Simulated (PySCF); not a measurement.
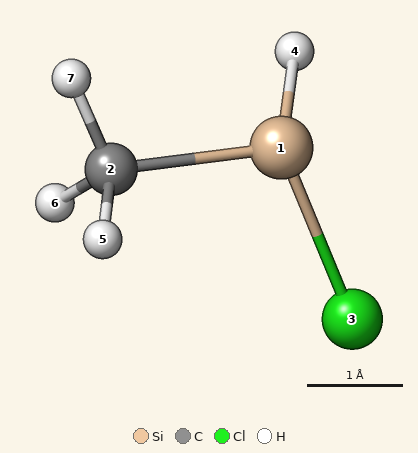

Fig. 1: The structure (ball-and-stick view, seen at a tilt; atoms are numbered from 1 in the order of the input). Bond lengths as drawn: Cl–Si 2.08 Å, C–H 1.10 Å, C–Si 1.88 Å and H–Si 1.50 Å.

**CH₄ClSi: EPR calculation**

CH₄ClSi, multiplicity 2, SMILES C[SiH]Cl, computed with UKS B3LYP, IGLO-III on C Cl Si, pcH-1 on H, non-relativistic, mean-field spin-orbit, GIAO (PySCF 2.14.0).

Input
```
{"job": {"kind": "epr"}, "charge": 0, "multiplicity": 2}
Si     0.761258    -0.379851     0.596739
C     -0.764019     0.308885    -0.249300
Cl     1.503534    -1.973842    -0.515499
H      1.847028     0.648450     0.695877
H     -1.558447    -0.449380    -0.308247
H     -0.513846     0.631977    -1.273161
H     -1.147139     1.176700     0.309863
```

The first line tells a small driver script what to run in PySCF; the rest is the geometry in Å.

Run on 1 CPU thread, shared host.

Launched with:
```bash
OMP_NUM_THREADS=1 python <driver script> task.json out
```

Output
```
UKS, coarse grid
  cycle   1  E = -790.24127724  |g| = 3.08e-01
  cycle   2  E = -790.21885810  |g| = 3.59e-01
  cycle   3  E = -790.28412969  |g| = 3.44e-02
  cycle   4  E = -790.28462616  |g| = 9.28e-03
  cycle   5  E = -790.28466660  |g| = 3.08e-03
  cycle   6  E = -790.28467152  |g| = 5.63e-04
UKS, final grid
  cycle   1  E = -790.28467878  |g| = 5.90e-04
  cycle   2  E = -790.28467865  |g| = 7.76e-04
  cycle   3  E = -790.28467896  |g| = 5.73e-05
  cycle   4  E = -790.28467896  |g| = 1.79e-05
E = -790.28467896 Eh   <S^2> = 0.7514 (exact 0.7500)
g shifts (ppm)      1          2          3
  rmc          -159       -159       -159
  gc             13         61         59
  oz_so         -83       3288       5672
  total        -229       3190       5572
hyperfine (MHz)  atom isotope    a_iso     a_fc   dipolar eigenvalues
    0  29Si    -648.62    -649.56   -154.58     76.54     78.04
    1   13C      39.75      39.71     -5.90     -5.29     11.19
    2  35Cl      17.65      17.37    -18.73    -17.32     36.04
    3    1H     109.87     109.84     -7.72     -0.28      8.00
    4    1H       3.30       3.29     -4.91     -2.67      7.57
    5    1H      56.93      56.93     -4.47      0.32      4.15
    6    1H      -3.52      -3.53     -4.69     -2.03      6.72
```

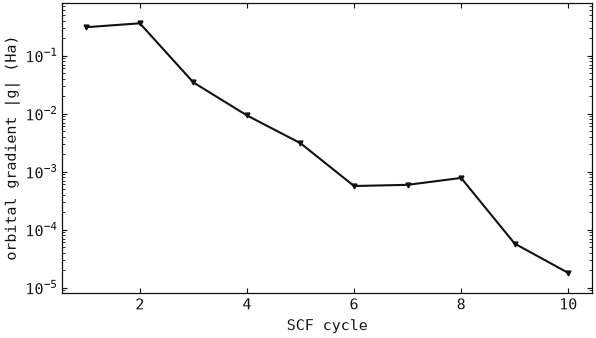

Fig. 2: Convergence of the self-consistent field: orbital gradient |g| against the SCF cycle. All cycles printed in the log are drawn one after another.

Summary

```tsv
quantity	value
outcome	converged
total energy	−790.284679 hartree
⟨S²⟩	0.751
isotropic g	2.0052
wall time	25 s
peak memory	0.55 GiB
```
